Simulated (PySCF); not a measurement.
System: C₅H₁₂O₂Si.

Input

```
{"job": {"kind": "nmr", "xc": "PBE0", "basis": "pcSseg-1"}, "charge": 0, "multiplicity": 1}
C      1.617454    -1.567505    -0.403378
O      1.609527    -0.232459    -0.856964
C      0.958788     0.711150    -0.049324
Si     1.609833     2.410303    -0.642587
O     -0.431802     0.783584    -0.234020
C     -1.216724    -0.191955     0.390343
C     -2.688774    -0.131249     0.145030
C     -1.880430    -1.261986    -0.427406
H      2.345804    -2.093996    -1.018904
H      0.638845    -2.043904    -0.511727
H      1.925898    -1.618380     0.648430
H      1.172929     0.491340     1.015025
H      0.984651     3.439830     0.189772
H      3.064067     2.408683    -0.474751
H      1.235105     2.561112    -2.042668
H     -0.863154    -0.448333     1.389061
H     -3.035783     0.626765    -0.538551
H     -3.356218    -0.330934     0.968970
H     -1.703966    -1.253792    -1.492065
H     -1.991200    -2.247594     0.000667
```

Run with:

```sh
OMP_NUM_THREADS=1 python probes_run.py task.json out
```

Geometry: GFN2-xTB.

The calculation used PBE0/pcSseg-1, SCF density, gas phase, non-relativistic in PySCF.

Predict the electron density and electron localisation function between the atoms.

C–O (1.40 Å): ρ at the midpoint is about 2.1 e/Å³, with its minimum of 1.8 e/Å³ about 0.5 Å from C; the ELF peaks at about 0.90 between the atoms; a polar covalent bond.
C–Si (1.91 Å): ρ at the midpoint is about 0.95 e/Å³; the ELF peaks at about 1 between the atoms (a shared electron pair).
Si–H (1.46 Å): ρ at the midpoint is about 0.8 e/Å³; the ELF climbs to about 1 towards the hydrogen, as it does in any bond to H.

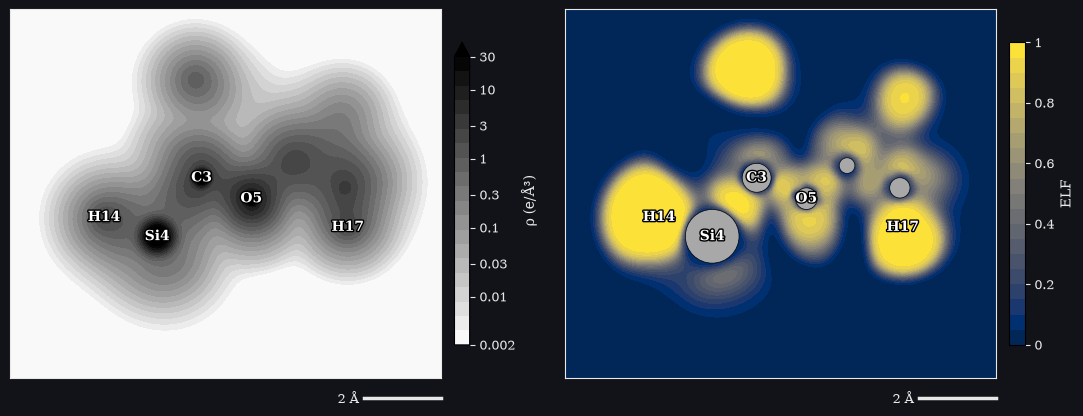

Computed electron density and electron localisation function on the plane of atoms C3, Si4 and H14, in this order. Grey discs cover the atomic cores in the ELF map. 
